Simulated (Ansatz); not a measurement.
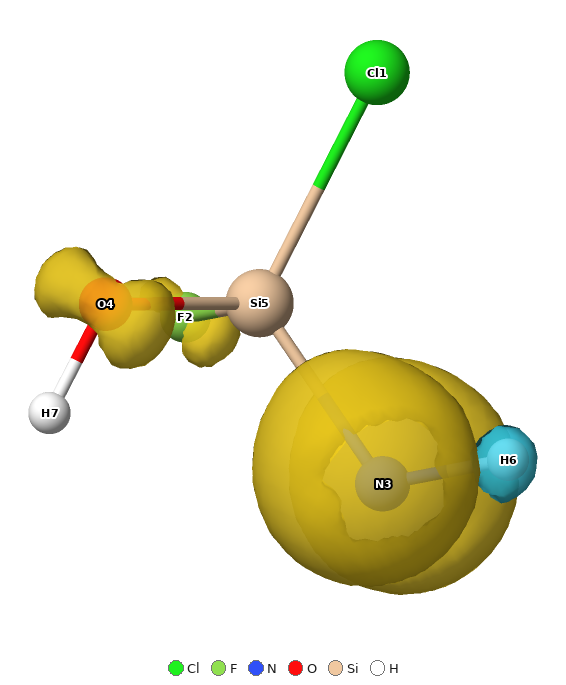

ClFH$_{2}$NOSi (doublet). Isosurfaces of the spin density (α minus β) at +0.03 (yellow) and −0.03 e/Å³ (cyan), seen at a tilt.

Geometry: PBE-D3(BJ)/def2-SVP.

The calculation used Ansatz, isolated molecule in a Gaussian basis; Kohn-Sham density functional theory, functional PBE0.

```
atom    x (Å)    y (Å)    z (Å)
  Cl   0.1607  -1.6987  -0.8520
   F  -1.6190   0.2668  -2.2171
   N  -1.4557   0.8295   0.4174
   O   0.7238   1.2057  -1.2286
  Si  -0.5799   0.2168  -0.9662
   H  -1.5224   0.1663   1.2122
   H   0.5155   2.1574  -1.1856
```

**Where is the unpaired spin?**

The unpaired spin (1 electron) lies mostly on N3 (about 0.8) and Si5 (about 0.1), in electrons by Hirshfeld's partition.
